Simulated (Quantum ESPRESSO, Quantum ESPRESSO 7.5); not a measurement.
# Work function and surface energy of Nb(100) against thickness

Aim: how the work function and the surface energy of Nb(100) settle with the number of layers.

Calculated with Quantum ESPRESSO 7.5; plane-wave DFT, PBE, GBRV ultrasoft pseudopotentials.

Experimental background.

“Anisotropic work function of elemental crystals” (2019, arxiv:1902.07811) quotes from earlier work for Nb (clean (100) face): work function (clean (100) face) 3.97 eV.

### Step 1. The structure

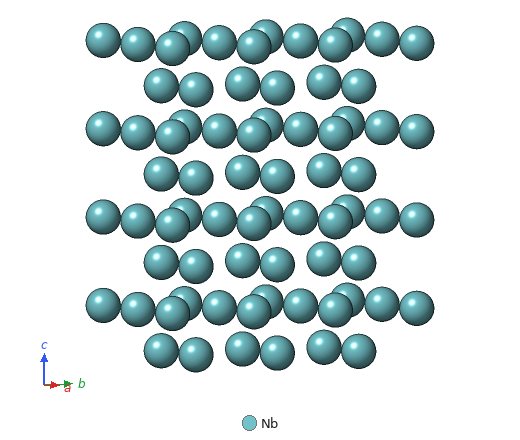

The cell as given, from the side, with the c axis up (niobium teal). 2×3×1 cells are drawn. Some periodic images of atoms are drawn too.

The cell holds 8 atoms: 8 Nb. Its edges and angles: a = 3.300 Å, b = 3.300 Å, c = 26.550 Å, α = 90.0°, β = 90.0°, γ = 90.0°. It derives from Nb. Vacuum lies along c.

As a file:

```cif
data_structure
_symmetry_space_group_name_H-M 'P 1'
_symmetry_Int_Tables_number 1
_cell_length_a 3.3000
_cell_length_b 3.3000
_cell_length_c 26.5500
_cell_angle_alpha 90.000
_cell_angle_beta 90.000
_cell_angle_gamma 90.000
_cell_volume 289.13
loop_
_atom_site_label
_atom_site_type_symbol
_atom_site_fract_x
_atom_site_fract_y
_atom_site_fract_z
_atom_site_occupancy
Nb1 Nb 0.50000 0.50000 0.28249 1
Nb2 Nb 0.00000 0.00000 0.34463 1
Nb3 Nb 0.50000 0.50000 0.40678 1
Nb4 Nb 0.00000 0.00000 0.46893 1
Nb5 Nb 0.50000 0.50000 0.53107 1
Nb6 Nb 0.00000 0.00000 0.59322 1
Nb7 Nb 0.50000 0.50000 0.65537 1
Nb8 Nb 0.00000 0.00000 0.71751 1
```

### Step 2. Running the series

ASE writes the inputs, starts pw.x and reads the results. Under ESM bc1 the zero of energy of a symmetric slab is the vacuum, so the work function is minus the Fermi level.

run.py reads:

```python
import json
import numpy as np
from ase.build import bcc100
from ase.calculators.espresso import Espresso, EspressoProfile

profile = EspressoProfile(command='mpirun -n 4 pw.x -nk 4', pseudo_dir='../pseudo')
pseudopotentials = {'Nb': 'nb_pbe_v1.uspp.F.UPF'}
system = {'ecutwfc': 40, 'ecutrho': 200, 'occupations': 'smearing', 'smearing': 'mv', 'degauss': 0.02}


def calculator(name, kpts, **extra):
    data = dict(control=dict(tprnfor=True, verbosity='high', disk_io='none'),
                system=system | extra,
                electrons=dict(conv_thr=1e-07, mixing_beta=0.4, mixing_mode='local-TF',
                               electron_maxstep=100))
    return Espresso(profile=profile, directory=name, pseudopotentials=pseudopotentials, kpts=kpts, input_data=data)


def centre(atoms):
    z = atoms.positions[:, 2]
    atoms.positions[:, 2] -= (z.max() + z.min()) / 2  # ESM wants the slab about z = 0
    return atoms


rows = []
for n in [3, 4, 5, 6, 7, 8]:
    slab = centre(bcc100('Nb', size=(1, 1, n), a=3.3, vacuum=7.5, periodic=True))
    slab.set_initial_magnetic_moments([0.0] * n)
    slab.calc = calculator(f'n{n}', (8, 8, 1), assume_isolated='esm', esm_bc='bc1')
    energy = slab.get_potential_energy()
    work = -slab.calc.get_fermi_level()
    force = slab.get_forces()[-1, 2]
    rows.append([n, energy, work, force])
    print(f'{n} layers: E = {energy:.5f} eV, work function {work:.3f} eV, force on the top atom {force:+.3f} eV/A')

n, energy = np.array(rows)[:, :2].T
slope, offset = np.polyfit(n[1:], energy[1:], 1)
area = np.linalg.norm(np.cross(*slab.cell[:2]))
gamma = offset / (2 * area) * 16.0218
print(f'bulk energy from the slope {slope:.5f} eV an atom; unrelaxed surface energy {gamma:.3f} J/m^2')
json.dump(dict(rows=rows, slope=slope, gamma=gamma), open('result.json', 'w'))
```

Launch:

```console
OMP_NUM_THREADS=1 python run.py
```

The log of the run:

```text
3 layers: E = -4810.22802 eV, work function 3.680 eV, force on the top atom -1.520 eV/A
4 layers: E = -6414.64578 eV, work function 3.766 eV, force on the top atom -0.687 eV/A
5 layers: E = -8019.31071 eV, work function 3.754 eV, force on the top atom -1.178 eV/A
6 layers: E = -9623.92348 eV, work function 3.742 eV, force on the top atom -1.115 eV/A
7 layers: E = -11228.44548 eV, work function 3.752 eV, force on the top atom -0.997 eV/A
8 layers: E = -12833.02000 eV, work function 3.763 eV, force on the top atom -1.116 eV/A
bulk energy from the slope -1604.58832 eV an atom; unrelaxed surface energy 2.693 J/m^2
```

Wall time 11 min (4 MPI ranks of Arm Neoverse V2, shared host); peak memory 0.98 GiB; 45 min of CPU time.

The input that ASE wrote for the first run, and its log:

```
&CONTROL
   verbosity        = 'high'
   tprnfor          = .true.
   disk_io          = 'none'
   pseudo_dir       = '../pseudo'
/
&SYSTEM
   ecutwfc          = 40
   ecutrho          = 200
   occupations      = 'smearing'
   degauss          = 0.02
   smearing         = 'mv'
   assume_isolated  = 'esm'
   esm_bc           = 'bc1'
   ntyp             = 1
   nat              = 3
   ibrav            = 0
/
&ELECTRONS
   electron_maxstep = 100
   conv_thr         = 1e-07
   mixing_mode      = 'local-TF'
   mixing_beta      = 0.4
/
&IONS
/
&CELL
/
&FCP
/
&RISM
/
ATOMIC_SPECIES
Nb 92.90637 nb_pbe_v1.uspp.F.UPF

K_POINTS automatic
8 8 1  0 0 0

CELL_PARAMETERS angstrom
3.30000000000000 0.00000000000000 0.00000000000000
0.00000000000000 3.30000000000000 0.00000000000000
0.00000000000000 0.00000000000000 18.30000000000000

ATOMIC_POSITIONS angstrom
Nb 0.0000000000 0.0000000000 -1.6500000000  
Nb 1.6500000000 1.6500000000 0.0000000000  
Nb 0.0000000000 0.0000000000 1.6500000000
```

```text
Program PWSCF v.7.5 starts
[citation notice left out]

     Parallel version (MPI & OpenMP), running on       4 processor cores
     Number of MPI processes:                 4
     Threads/MPI process:                     1

     MPI processes distributed on     1 nodes
[... 1 line left out ...]

Warning: card &CELL ignored
Warning: card &FCP ignored
Warning: card &RISM ignored

     Current dimensions of program PWSCF are:
     Max number of different atomic species (ntypx) = 10
     Max number of k-points (npk) =  40000
     Max angular momentum in pseudopotentials (lmaxx) =  4
     Message from routine setup:
     using ibrav=0 with symmetry is DISCOURAGED, use correct ibrav instead

     K-points division:     npool     =       4
     Subspace diagonalization in iterative solution of the eigenvalue problem:
     a serial algorithm will be used

     G-vector sticks info
     --------------------
     sticks:   dense  smooth     PW     G-vecs:    dense   smooth      PW
     Sum         621     497    145                64079    46003    7837

     Using Slab Decomposition

     bravais-lattice index     =            0
     lattice parameter (alat)  =       6.2361  a.u.
     unit-cell volume          =    1344.8553 (a.u.)^3
     number of atoms/cell      =            3
     number of atomic types    =            1
     number of electrons       =        39.00
     number of Kohn-Sham states=           24
     kinetic-energy cutoff     =      40.0000  Ry
     charge density cutoff     =     200.0000  Ry
     scf convergence threshold =      1.0E-07
     mixing beta               =       0.4000
     number of iterations used =            8  local-TF  mixing
     Exchange-correlation= SLA  PW   PBE  PBE
                           (   1   4   3   4   0   0   0)

     Effective Screening Medium Method
     =================================
     Boundary Conditions: Vacuum-Slab-Vacuum
     total charge in unit cell        =   0.0000
     grid points for fit at edges     =        4

[... 10 lines left out ...]
     PseudoPot. # 1 for Nb read from file:
     ../pseudo/nb_pbe_v1.uspp.F.UPF
     Pseudo is Ultrasoft + core correction, Zval = 13.0
     Generated by new atomic code, or converted to UPF format
     Using radial grid of  887 points,  6 beta functions with:
                l(1) =   0
                l(2) =   0
                l(3) =   1
                l(4) =   1
                l(5) =   2
                l(6) =   2
     Q(r) pseudized with  6 coefficients,  rinner =    1.000   1.000   1.000
                                                       1.000   1.000

     atomic species   valence    mass     pseudopotential
     Nb               13.00    92.90637     Nb( 1.00)

     16 Sym. Ops., with inversion, found

                                    s                        frac. trans.

      isym =  1     identity

 cryst.   s( 1) = (     1          0          0      )
[... 629 lines left out ...]
   -34.6923 -34.1301 -33.9760 -33.9760  -8.8254  -7.0186  -6.8897  -6.8238
    -5.1205  -3.6555  -3.6486  -3.6029  -3.6029  -3.0759  -2.8199  -2.8198

     occupation numbers
     1.0000   1.0000   1.0000   1.0000   1.0000   1.0000   1.0000   1.0000
     1.0000   1.0000   1.0000   1.0000   1.0000   1.0000   1.0000   1.0000
     1.0000   0.3408   0.3249   0.2301   0.2301   0.0001   0.0000   0.0000

[... 112 lines left out ...]

     the Fermi energy is    -3.6801 ev

!    total energy              =    -353.54526910 Ry
     estimated scf accuracy    <       0.00000005 Ry
     smearing contrib. (-TS)   =      -0.00303487 Ry
     internal energy E=F+TS    =    -353.54223423 Ry

     The total energy is F=E-TS. E is the sum of the following terms:
     one-electron contribution =    1450.33193843 Ry
     hartree contribution      =    -736.19779317 Ry
     xc contribution           =     -54.85209494 Ry
     ewald contribution        =   -1012.82428455 Ry

     convergence has been achieved in  28 iterations

     negative rho (up, down):  3.141E-03 0.000E+00

     Forces acting on atoms (cartesian axes, Ry/au):

     atom    1 type  1   force =     0.00000000    0.00000000    0.05911593
     atom    2 type  1   force =     0.00000000    0.00000000    0.00000000
     atom    3 type  1   force =     0.00000000    0.00000000   -0.05911593
     The non-local contrib.  to forces
     atom    1 type  1   force =     0.00000000    0.00000000    0.11881843
     atom    2 type  1   force =     0.00000000    0.00000000    0.00000000
     atom    3 type  1   force =     0.00000000    0.00000000   -0.11881843
     The ionic contribution  to forces
     atom    1 type  1   force =     0.00000000    0.00000000 -102.83678555
     atom    2 type  1   force =    -0.00000000   -0.00000000   -0.00000000
     atom    3 type  1   force =     0.00000000    0.00000000  102.83678555
     The local contribution  to forces
     atom    1 type  1   force =     0.00000000    0.00000000  102.79379964
     atom    2 type  1   force =    -0.00000000   -0.00000000    0.00003917
     atom    3 type  1   force =    -0.00000000   -0.00000000 -102.79372130
     The core correction contribution to forces
     atom    1 type  1   force =     0.00000000   -0.00000000   -0.01595602
     atom    2 type  1   force =    -0.00000000    0.00000000   -0.00000000
     atom    3 type  1   force =    -0.00000000    0.00000000    0.01595602
     The Hubbard contrib.    to forces
     atom    1 type  1   force =     0.00000000    0.00000000    0.00000000
     atom    2 type  1   force =     0.00000000    0.00000000    0.00000000
     atom    3 type  1   force =     0.00000000    0.00000000    0.00000000
     The SCF correction term to forces
     atom    1 type  1   force =    -0.00000000   -0.00000000   -0.00072150
     atom    2 type  1   force =    -0.00000000    0.00000000   -0.00000008
     atom    3 type  1   force =    -0.00000000    0.00000000    0.00072130

     Total force =     0.083603     Total SCF correction =     0.001020
     Message from routine punch:
     Nothing written, as per user request (disk_io='none')

[... 1 line left out ...]

[... 1 line left out ...]

[... 1 line left out ...]

[... 3 lines left out ...]

[... 1 line left out ...]

[... 2 lines left out ...]

[... 1 line left out ...]

[... 1 line left out ...]

=------------------------------------------------------------------------------=
   JOB DONE.
=------------------------------------------------------------------------------=
```

Numbers from this step:

```
surface energy                     : 2.693 J/m²
work function of the thickest slab : 3.763 eV
```

Table of work function by layers:

```csv
layers,work function (eV)
3.00,3.68
4.00,3.77
5.00,3.75
6.00,3.74
7.00,3.75
8.00,3.76
```

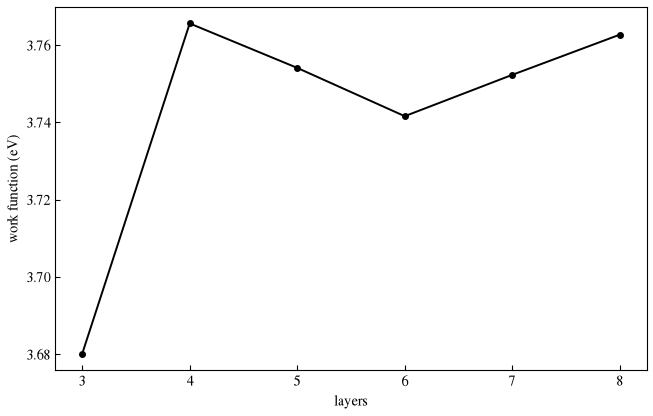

Work function, plotted against layers.

The force on the top atom along the normal by layers:

```csv
layers,force on the top atom along the normal (eV/Å)
3.00,-1.52
4.00,-0.687
5.00,-1.18
6.00,-1.12
7.00,-0.997
8.00,-1.12
```

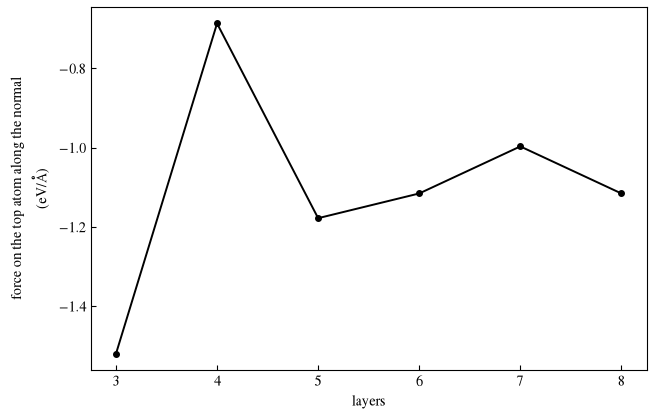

Force on the top atom along the normal against layers.

Energy less the bulk line's slope against layers:

```csv
layers,energy less the bulk line's slope (meV)
3.00,3537
4.00,3708
5.00,3631
6.00,3606
7.00,3673
8.00,3687
```

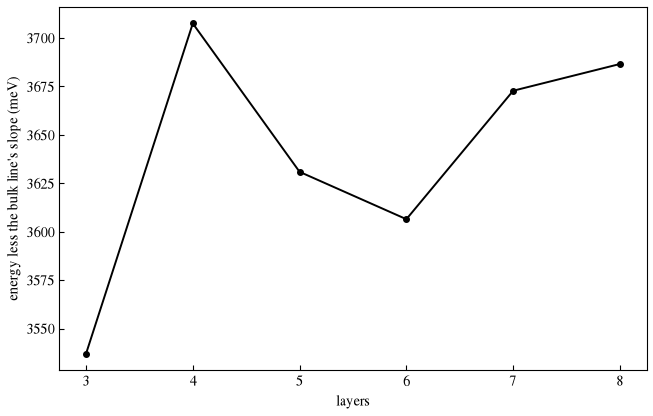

Energy less the bulk line's slope, plotted against layers.

### Step 3. Running the series: PBEsol, GBRV ultrasoft

Level of this step: plane-wave DFT, PBEsol, GBRV ultrasoft pseudopotentials (Quantum ESPRESSO 7.5).

run.py, as its differences from the input of step 2:

```diff
@@ -6,3 +6,3 @@
 profile = EspressoProfile(command='mpirun -n 4 pw.x -nk 4', pseudo_dir='../pseudo')
-pseudopotentials = {'Nb': 'nb_pbe_v1.uspp.F.UPF'}
+pseudopotentials = {'Nb': 'nb_pbesol_v1.uspp.F.UPF'}
 system = {'ecutwfc': 40, 'ecutrho': 200, 'occupations': 'smearing', 'smearing': 'mv', 'degauss': 0.02}
```

Launch:

```console
OMP_NUM_THREADS=1 python run.py
```

The log of the run:

```text
3 layers: E = -4809.49337 eV, work function 3.749 eV, force on the top atom -1.905 eV/A
4 layers: E = -6413.82233 eV, work function 3.835 eV, force on the top atom -1.061 eV/A
5 layers: E = -8018.40163 eV, work function 3.822 eV, force on the top atom -1.557 eV/A
6 layers: E = -9622.92912 eV, work function 3.809 eV, force on the top atom -1.494 eV/A
7 layers: E = -11227.36525 eV, work function 3.825 eV, force on the top atom -1.372 eV/A
8 layers: E = -12831.85425 eV, work function 3.832 eV, force on the top atom -1.500 eV/A
bulk energy from the slope -1604.50275 eV an atom; unrelaxed surface energy 3.047 J/m^2
```

Wall time 9.3 min (4 MPI ranks); peak memory 0.97 GiB; 37 min of CPU time.

Numbers from this step:

* surface energy: 3.047 J/m²
* work function of the thickest slab: 3.832 eV

The work function by layers:

```csv
layers,work function (eV)
3.00,3.75
4.00,3.83
5.00,3.82
6.00,3.81
7.00,3.83
8.00,3.83
```

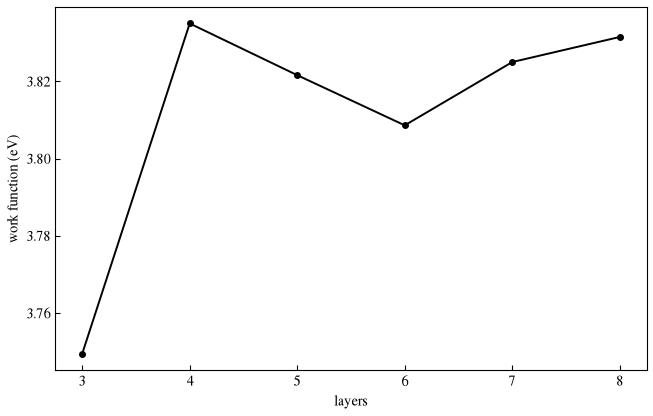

Work function, plotted against layers.

Force on the top atom along the normal against layers:

```csv
layers,force on the top atom along the normal (eV/Å)
3.00,-1.91
4.00,-1.06
5.00,-1.56
6.00,-1.49
7.00,-1.37
8.00,-1.50
```

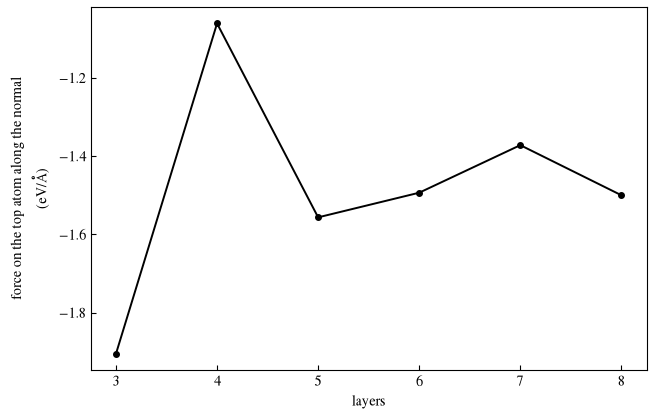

Force on the top atom along the normal against layers.

The energy less the bulk line's slope by layers:

```csv
layers,energy less the bulk line's slope (meV)
3.00,4015
4.00,4189
5.00,4112
6.00,4087
7.00,4154
8.00,4168
```

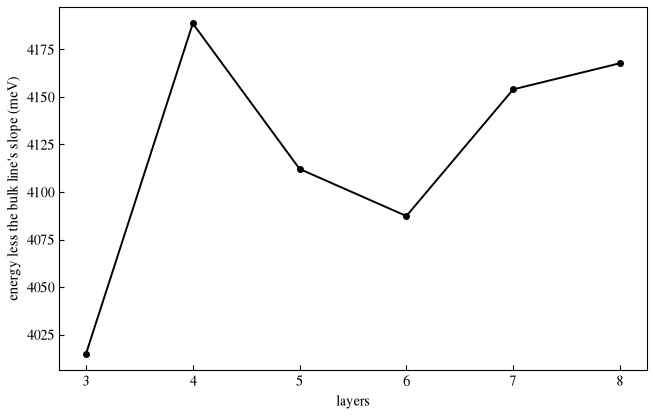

Energy less the bulk line's slope against layers.

### Step 4. By hand

γ = (E_N − N e_bulk)/(2A). The excess of the thickest slab is 3.687 eV and A = 10.890 Å²: 3.687/(2 × 10.890) × 16.02 = 2.71 J/m² (1 eV/Å² = 16.02 J/m²); the fit's intercept gives 2.69.

### Step 5. Results

* work function of the thickest slab, PBE, GBRV ultrasoft: 3.76 eV
* unrelaxed surface energy, PBE, GBRV ultrasoft: 2.69 J/m²
* work function of the thickest slab, PBEsol, GBRV ultrasoft: 3.83 eV
* unrelaxed surface energy, PBEsol, GBRV ultrasoft: 3.05 J/m²

What this shows: The thickest slab gives a work function of 3.76 eV and the series an unrelaxed surface energy of 2.69 J/m² (PBE, GBRV ultrasoft). The work function swings by 0.09 eV over 3 to 8 layers and by 0.01 eV over the last step; confined states crossing the Fermi level and the finite mesh both contribute. From 3 layers on it stays within 0.1 eV. The force on the top atom of the thickest slab points inwards (1.12 eV/Å). The slabs are cut from the bulk at the tabulated lattice constant and not relaxed; the surface energy comes from a straight line through the energies of all but the thinnest slab.

Comparison with the measured values:

| quantity | measured | PBE, GBRV | PBEsol, GBRV |
| --- | --- | --- | --- |
| work function (clean (100) face) (eV) | 3.97 | 3.76 (-0.21 eV) | 3.83 (-0.14 eV) |

Measured values from arxiv:1902.07811 (2019).

**Verdict.** The grades are ours: good and fair within 3 and 7 % for the work function. Other measurements of the same face can differ from the value quoted by 0.1 to 0.2 eV.

[Logs are printed without paths, hosts, clocks, repeated set-up lines and the standing remarks that a program may print on its own settings, such as how far it seeks lower states.]

[Hosts, paths, dates, database ids (printed as entryN), source tags and the programs' standing remarks are cut or masked in the printed files.]

[Maps of the electrostatic potential energy from Ansatz leave out the sawtooth potential of an applied field or a dipole correction, so their vacuum need not be flat; planar profiles and work functions include it.]
